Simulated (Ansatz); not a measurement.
## Hypothetical CdI2 type SiO2, pressure series

The parent structure is SiO₂ in the CdI2 type structure (space group P-3m1, No. 164; a hypothetical phase, not in the database extracts checked; layered, stacked along the Cartesian z axis).

```cif
data_O2Si
_chemical_formula_sum 'Si1 O2'
_space_group_name_H-M_alt 'P 1'
_space_group_IT_number 1
_cell_length_a 2.68607
_cell_length_b 2.68607
_cell_length_c 4.60175
_cell_angle_alpha 90.000
_cell_angle_beta 90.000
_cell_angle_gamma 120.000
loop_
_space_group_symop_operation_xyz
  'x, y, z'
loop_
_atom_site_label
_atom_site_type_symbol
_atom_site_fract_x
_atom_site_fract_y
_atom_site_fract_z
_atom_site_occupancy
Si1 Si 0.00000 0.00000 0.00000 1
O1 O 0.66667 0.33333 0.19897 1
O2 O 0.33333 0.66667 0.80103 1
```

Cell and atoms are relaxed at each pressure.

Method: PBE-D3(BJ), PAW, 420 eV (Ansatz, a quantum-chemistry and plane-wave program; spin-orbit coupling left out), earlier PAW set.

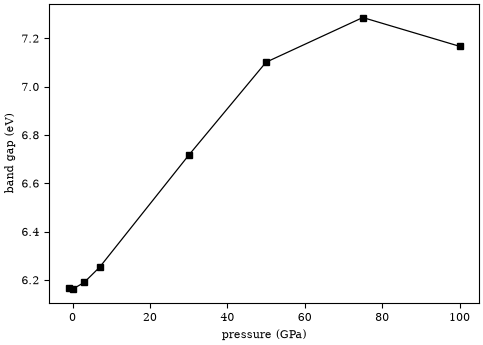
*Band gap against pressure*

```csv
pressure (GPa),band gap
-1,6.17 eV
3,6.19 eV
7,6.25 eV
30,6.72 eV
50,7.10 eV
75,7.29 eV
100,7.17 eV
```

From pressure 75 GPa on, the axis ratios lie over 15 % from the base's, so the cell there is far from its starting form. Load acts through the strain it causes; cell and atoms are relaxed under it. Whether these cells are dynamically stable was not tested. No other phases were tried under pressure.
